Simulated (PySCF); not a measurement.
## Electronic structure of C$_{3}$H$_{9}$Ge$_{2}$N in real space

Input file:

```
{"job": {"kind": "uv", "xc": "wB97X-D", "basis": "def2-SVPD", "nstates": 8, "ntriplets": 3}, "charge": 0, "multiplicity": 1}
C      3.279274     0.378338     0.290436
C      2.032773     0.045098    -0.362469
C      1.004841    -0.234848    -0.928717
Ge    -0.675298    -0.663723    -1.701143
N     -1.990497    -0.833803    -0.445271
Ge    -2.557369     0.526365     0.611750
H      4.089989    -0.218241    -0.127253
H      3.504576     1.434450     0.144126
H      3.204462     0.176107     1.358746
H     -1.097763     0.444904    -2.615162
H     -0.595731    -1.986936    -2.410891
H     -2.008452    -1.737839     0.004372
H     -3.766905     0.024927     1.339375
H     -2.897517     1.661331    -0.294973
H     -1.530798     0.991860     1.609507
```

Run with:

```sh
OMP_NUM_THREADS=1 python probes_run.py task.json out
```

Geometry: GFN2-xTB.

Computed with PySCF, wB97X-D/def2-SVPD, SCF density, gas phase.

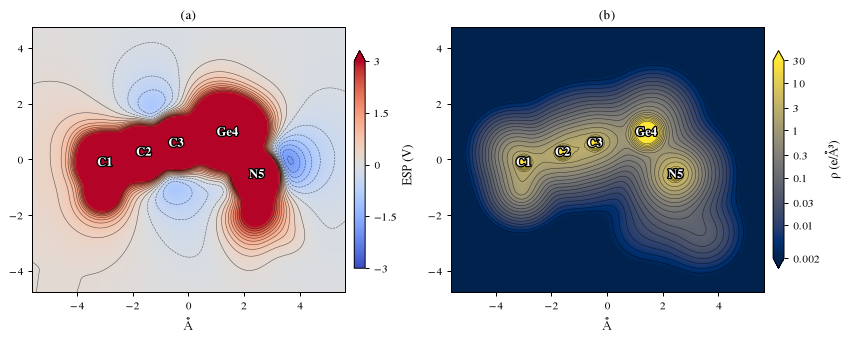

Figure 1. (a) electrostatic potential; (b) total electron density on the plane of atoms C3, Ge4 and N5.

### Interpret the plot.

- The section cuts through C, Ge and N sites.
- C–C (1.21 Å): ρ at the midpoint is about 2.7 e/Å³.
- Ge–N (1.83 Å): the density is about 0.98 e/Å³ at the midpoint.
- C–Ge (1.90 Å): ρ at the midpoint is about 0.91 e/Å³.
- Outside the dense part of the molecule the potential is most negative (−1.9 V) near N5.

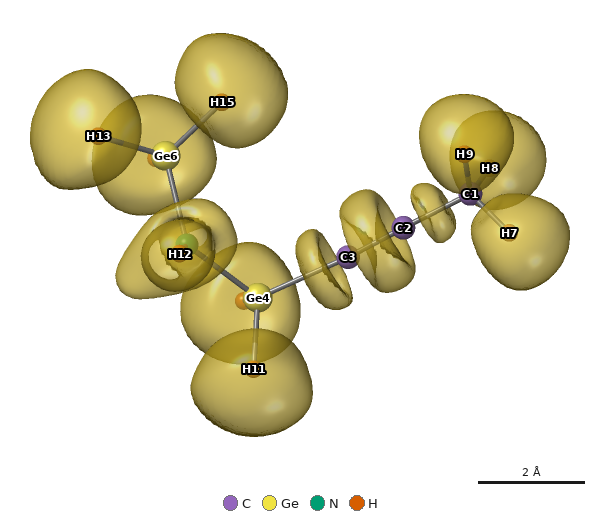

Figure 2. Isosurface of the ELF at 0.75 (yellow), seen across its widest extent. Only the valence region is drawn (cores and ρ < 0.01 e/Å³ removed).

### What do the ELF domains correspond to?

At this value the surface marks out two regions between bonded C–C atoms (shared pairs), eight regions around hydrogen nuclei, one lobe of the valence shell of C pointing towards Ge (polar bonds) and one joined region spread over several atoms (H, N), in which their bonds and any lone pairs are merged. Profiles from the grid: C–C (1.21 Å): the ELF peaks at about 0.85 between the atoms; a short, multiple covalent bond. Ge–N (1.81 Å): the ELF peaks at about 0.85 in the valence shell of N, 0.6 Å from its nucleus, and is about 0.50 at the midpoint.

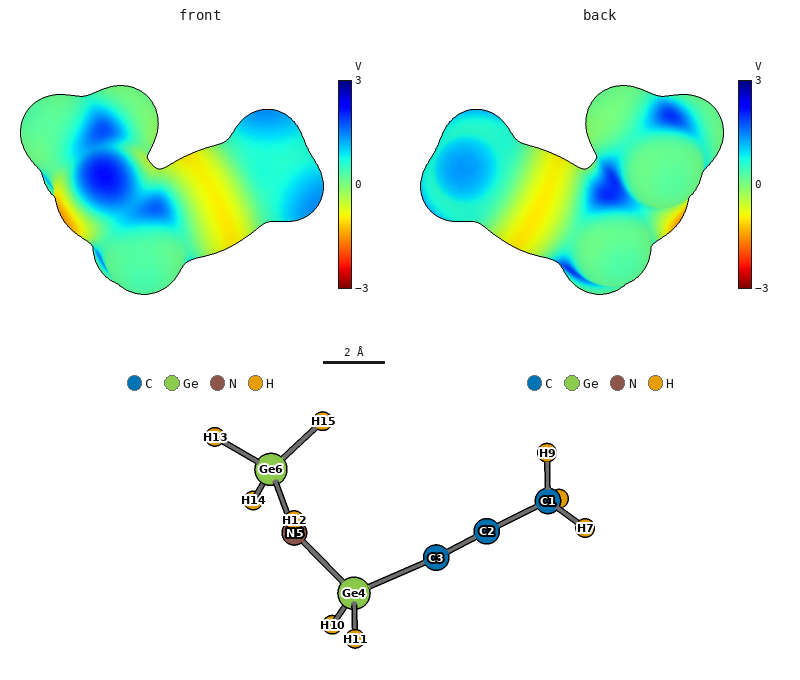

Figure 3. The molecular electrostatic potential painted on the density surface at 0.004 e/bohr³, seen from the front and from behind; red is negative and blue positive. The bare structure is drawn below in the same view.

### Which sites attract a positive test charge, and which a negative one?

A positive charge is drawn to the negative regions and a negative charge to the positive ones. The most negative region (about −1.5 V) lies over N5, the most positive (about +2.1 V) over H12. N5 is the likeliest acceptor of a hydrogen bond.

### How polar is the molecule by this calculation?

Its dipole moment is 1.69 D.
